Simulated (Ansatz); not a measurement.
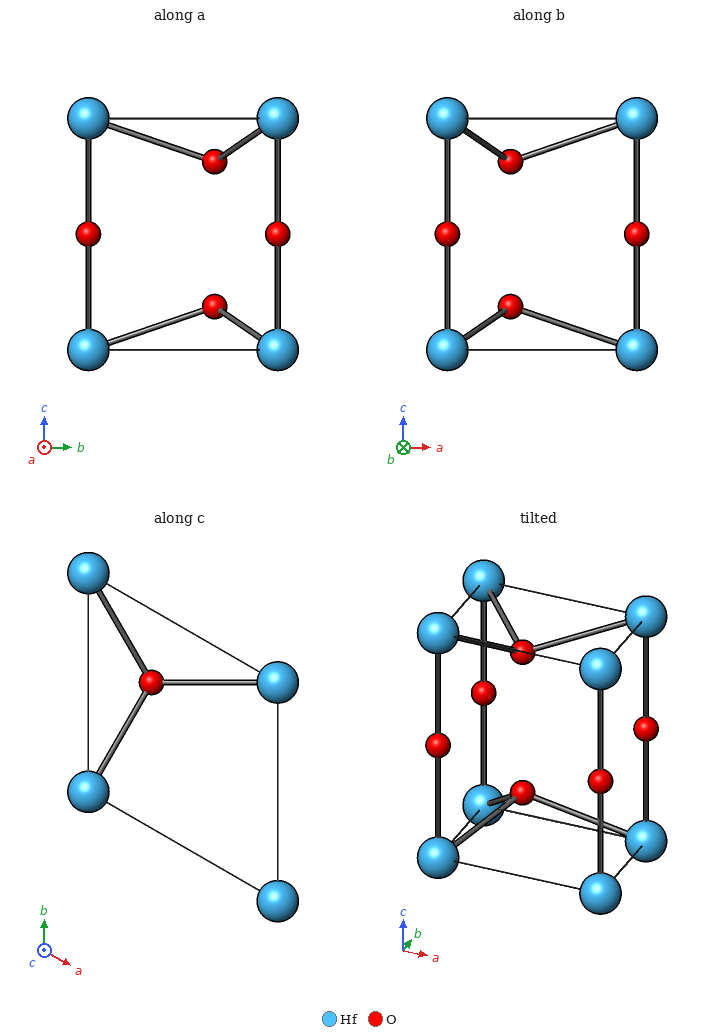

Shown here is a ball-and-stick view of the crystal, taken along the a axis, along the b axis, along the c axis and slightly off an axis. Lines trace the edges of the conventional unit cell.

Lattice parameters: a = 3.831 Å, b = 3.831 Å, c = 4.057 Å, α = 90.00°, β = 90.00°, γ = 120.00°.

### Write the structure as a table of Wyckoff sites, with free fractional coordinates to two decimals.

Space group P-6m2 (No. 187).
```json
{"atom": "Hf", "site": "1a", "x": "0.00", "y": "0.00", "z": "0.00"}
{"atom": "O", "site": "1b", "x": "0.00", "y": "0.00", "z": "0.50"}
{"atom": "O", "site": "2h", "x": "0.3333", "y": "0.6667", "z": "0.19"}
```

The initial geometry was a structure type filled with these elements by a generator (whether the compound takes this form wasn't checked). Earlier steps of the study, as a rule a relaxation of our own, may have changed the cell and positions, so they can lie some per cent off the listed ones. A calculation with Ansatz used it as input.
